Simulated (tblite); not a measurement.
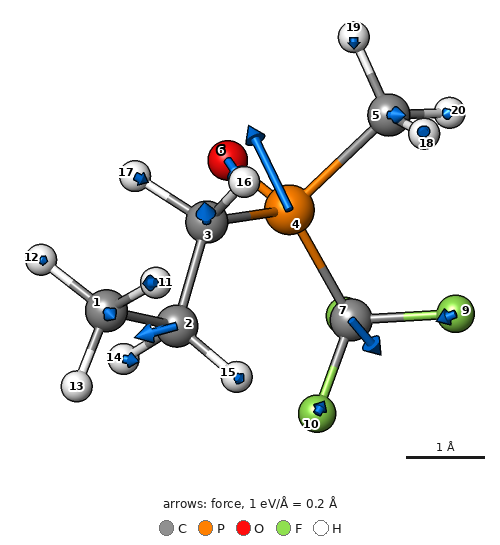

Starting geometry of C₅H₁₀F₃OP with the computed forces as blue arrows. A ball-and-stick model, seen from a free direction.

Theory: GFN2-xTB geometry optimisation, gas phase in tblite. 

Question: Is this structure relaxed? If not, where do the atoms go?

Answer: It isn't relaxed: the largest force vector, on the P atom, is 6.89 eV/Å. The final displacements have little in common with the starting forces (cosine between the two patterns 0.11). The largest moves after the best rigid fit, 1.21 Å, are those of F and H atoms. By element the largest moves are F 1.21 Å, H 1.20 Å, O 0.69 Å, C 0.54 Å, P 0.13 Å. Near-neighbour distances that change, for instance: C–P 1.765 → 1.894 Å, O–P 1.523 → 1.461 Å, C–P 1.776 → 1.834 Å, C–C 1.469 → 1.527 Å. Bond angles that change, for instance: C–P–C 119.7° → 103.2°, C–P–O 104.2° → 115.7°, C–C–P 118.2° → 109.7°. Groups turn about C–P by about 60°, C–P by about 50°. Over 152 geometry steps the energy falls by 121.8 kJ/mol. The run took 2 s on 1 thread of Arm Neoverse N1, with other jobs on the host.
